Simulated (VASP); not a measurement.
# TaSb2: structure and properties in VASP, part 2 of 2

What structure and properties does PBEsol give TaSb2, and how near are they to the measured ones? The start is a computed cell from the Materials Project.

VASP 6.6.1, plane waves and PAW; the level of theory is named at each step.

So far. Step 5 (Band structure (PBEsol)): There is no gap at this level. Step 6 (Density of states (PBEsol)): The finer mesh and the other smearing move the Fermi level by +0.05 eV from the 8×8×4 run, a small shift, which tests the Fermi level alone. Of the states within 0.3 eV of the Fermi level, the largest shares in the PAW spheres are Ta d 45 % and Sb p 16 %. The rest lies in smaller channels or between the spheres.

**7. Band structure (PBEsol + SOC) (continued)**

The electronic bands at the labelled points (eV, zero at the Fermi level; # counts the bands kept):

| point | #21 | #22 | #23 | #24 | #25 | #26 | #27 | #28 |
| --- | --- | --- | --- | --- | --- | --- | --- | --- |
| X | -0.56 | -0.56 | -0.56 | -0.56 | 0.08 | 0.08 | 0.39 | 0.39 |
| Γ | -1.15 | -1.15 | -0.72 | -0.72 | -0.57 | -0.57 | 0.62 | 0.62 |
| Y | -1.28 | -1.28 | -1.04 | -1.04 | -0.23 | -0.23 | 0.23 | 0.23 |
| jump to L | -0.87 | -0.87 | -0.35 | -0.35 | 0.15 | 0.15 | 0.56 | 0.56 |
| Γ | -1.15 | -1.15 | -0.72 | -0.72 | -0.57 | -0.57 | 0.62 | 0.62 |
| Z | -1.70 | -1.70 | -1.54 | -1.54 | -0.99 | -0.99 | 1.27 | 1.27 |
| jump to N | -1.79 | -1.79 | -1.33 | -1.33 | -0.63 | -0.63 | 0.35 | 0.35 |
| Γ | -1.15 | -1.15 | -0.72 | -0.72 | -0.57 | -0.57 | 0.62 | 0.62 |
| M | -1.79 | -1.79 | -1.33 | -1.33 | -0.63 | -0.63 | 0.35 | 0.35 |
| jump to R | -1.70 | -1.70 | -1.54 | -1.54 | -0.99 | -0.99 | 1.27 | 1.27 |
| Γ | -1.15 | -1.15 | -0.72 | -0.72 | -0.57 | -0.57 | 0.62 | 0.62 |

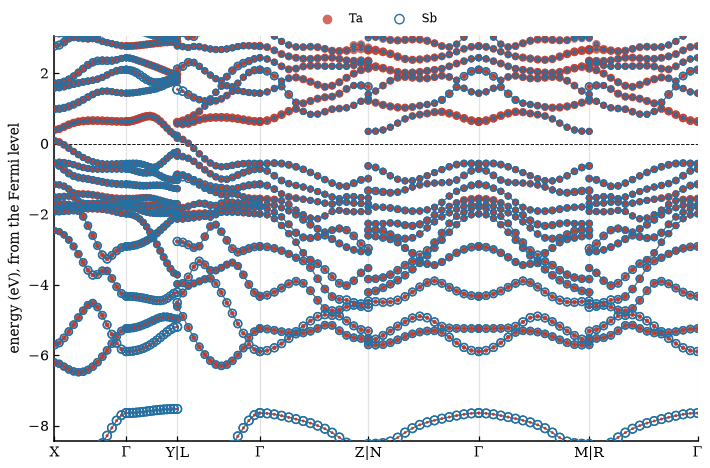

Electronic bands along the path; dots are coloured as in the legend, and their area grows with the weight.

There is no gap at this level.

**8. Zone-centre phonons (PBEsol)**

This step: PBEsol; plane waves and PAW (Ta_pv, Sb) (VASP 6.6.1).

Zone-centre modes test whether the atoms sit at a minimum within this cell. IBRION = 8 takes the force constants from linear response, which needs tightly converged orbitals.

Input file INCAR:

```
SYSTEM = TaSb2
PREC = Accurate
ENCUT = 400
EDIFF = 1E-08
NELM = 100
ISMEAR = 1
SIGMA = 0.2
LREAL = .FALSE.
ALGO = Normal
GGA = PS
NBANDS = 27
LASPH = .TRUE.
LORBIT = 11
LWAVE = .FALSE.
LCHARG = .FALSE.
KPAR = 4
IBRION = 8
ISIF = 2
```

Input file POSCAR:

```
TaSb2
1.0
    5.1171574945     -1.8183642879      0.0095185283
    5.1171574945      1.8183642879      0.0095185283
   -4.2154227015      0.0000000000      7.1302925838
Ta Sb
2 4
Direct
    0.8497042829      0.8497042829      0.8118814231
    0.1502957171      0.1502957171      0.1881185769
    0.1480743744      0.1480743744      0.5345757291
    0.8519256356      0.8519256356      0.4654242709
    0.4049162393      0.4049162393      0.1137224561
    0.5950837607      0.5950837607      0.8862775439
```

Input file KPOINTS:

```
Automatic mesh
0
Gamma
9 9 5
0 0 0
```

The projector-augmented-wave data sets are Ta_pv and Sb (PBE family, release 64).

Launch:

```sh
> mpirun -np 4 vasp_std
```

The job ended after 24 min (4 MPI ranks of AMD EPYC 9R45, shared host; peak memory 4.2 GiB).

Energies printed during the response cycles are not total energies of the cell.

This step gave:

```yaml
bands: 27
irreducible_k_points: 115
pressure_of_the_cell: 0.02964 GPa
largest_force_of_the_cell: 0.02370 eV/Å
fermi_energy: 8.602 eV
```

Modes at Γ, with each element's share of the kinetic energy:

| mode | frequency (cm⁻¹) | symmetry | Ta % | Sb % |
| --- | --- | --- | --- | --- |
| 1 | -0.1 | acoustic | 43 | 57 |
| 2 | 0.0 | acoustic | 43 | 57 |
| 3 | 0.0 | acoustic | 43 | 57 |
| 4 | 94.6 | Bu | 10 | 90 |
| 5 | 107.3 | Ag | 56 | 44 |
| 6 | 114.9 | Au | 2 | 98 |
| 7 | 116.0 | Bg | 37 | 63 |
| 8 | 123.8 | Ag | 32 | 68 |
| 9 | 132.7 | Bg | 1 | 99 |
| 10 | 145.2 | Bu | 10 | 90 |
| 11 | 155.7 | Ag | 8 | 92 |
| 12 | 159.2 | Bg | 62 | 38 |
| 13 | 170.0 | Au | 55 | 45 |
| 14 | 171.7 | Ag | 62 | 38 |
| 15 | 183.8 | Bu | 44 | 56 |
| 16 | 190.8 | Ag | 31 | 69 |
| 17 | 194.3 | Bu | 50 | 50 |
| 18 | 229.7 | Ag | 11 | 89 |

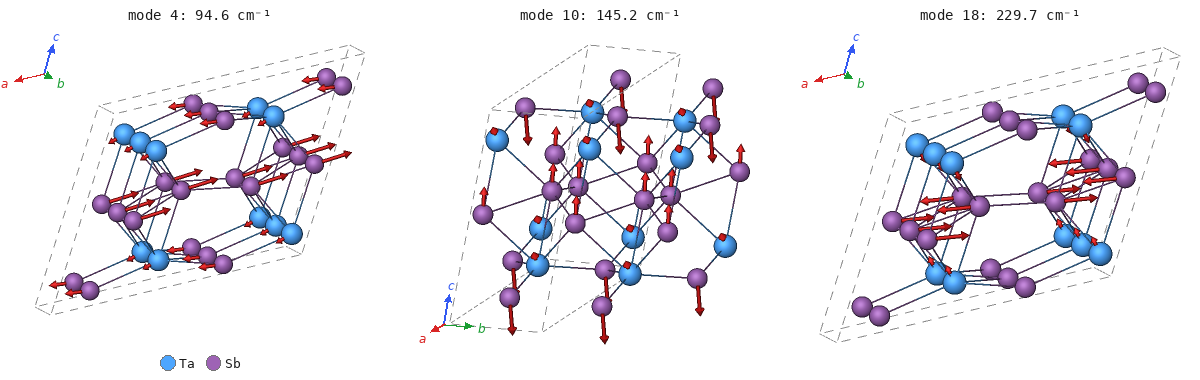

Displacement patterns of modes 4, 10 and 18 at Γ; arrows are exaggerated. 1×2×1 conventional cells are drawn. Some periodic images of atoms are drawn too.

The three acoustic modes lie within 0.1 cm⁻¹ of zero, and all others are real. By the characters of their eigenvectors the optical modes sort into (cm⁻¹) Raman active: Ag 107, Bg 116, Ag 124, Bg 133, Ag 156, Bg 159, Ag 172, Ag 191, Ag 230; infrared active: Bu 95, Au 115, Bu 145, Au 170, Bu 184, Bu 194. With a centre of inversion no mode is active in both.

**9. What came out**

* relaxed volume: 22.14 Å³/atom
* relaxed conventional cell a, b, c: 10.234, 3.637, 8.283 Å; angles 90.0, 120.5, 90.0°
* space group after relaxing, within 0.02 Å: C2/m (No. 12)
* band gap: none, a metal
* DOS at the Fermi level: 0.738 states/eV/cell
* band gap (PBEsol + SOC): none, a metal
* highest zone-centre mode: 230 cm⁻¹

**Reading.** With PBEsol, TaSb2 relaxes to 22.14 Å³/atom in space group C2/m (held by the symmetry of the run) and comes out as a metal. Band structure (PBEsol): Of the bands kept, 1 crosses the Fermi level on this path. Band structure (PBEsol + SOC): Of the bands kept, 2 cross the Fermi level on this path (spinor bands, one electron each). Zone-centre phonons (PBEsol): The highest mode in this list at Γ, 229.7 cm⁻¹, is mostly motion of Sb (89 % of the kinetic energy). Modes at Γ alone can't show that the crystal is stable at other wave vectors. No search among competing phases was made, and a listed structure need not be the one stable at ambient conditions. All values are for a static lattice at zero temperature.

Computed beside measured:

| quantity | measured | PBEsol |
| --- | --- | --- |
| lattice constant a (Å) | 10.225 | 10.234 (+0.1 %) |
| lattice constant b (Å) | 3.646 | 3.637 (-0.3 %) |
| lattice constant c (Å) | 8.295 | 8.283 (-0.1 %) |

Measured values from arxiv:1603.01717 (2016).

How well it matches: The lattice constant a is off by +0.1 %: good agreement. The lattice constant b is off by -0.3 %: good agreement. The lattice constant c is off by -0.1 %: good agreement. The grades are ours: good and fair within 0.7 and 1.5 % for the lattice constant a, 0.7 and 1.5 % for the lattice constant b and 0.8 and 2 % for the lattice constant c. For lattice constants the calculation has a static lattice, without zero-point motion or thermal expansion.

[Lines on the potential files, build, host, timing and source positions are cut from VASP's logs without a mark.]

[Logs are printed without paths, hosts, clocks, repeated set-up lines and the standing remarks that a program may print on its own settings, such as how far it seeks lower states.]

[Hosts, paths, dates, database ids (printed as entryN), source tags and the programs' standing remarks are cut or masked in the printed files.]

[A measured line is paired with the nearest computed mode of its activity, which favours agreement.]
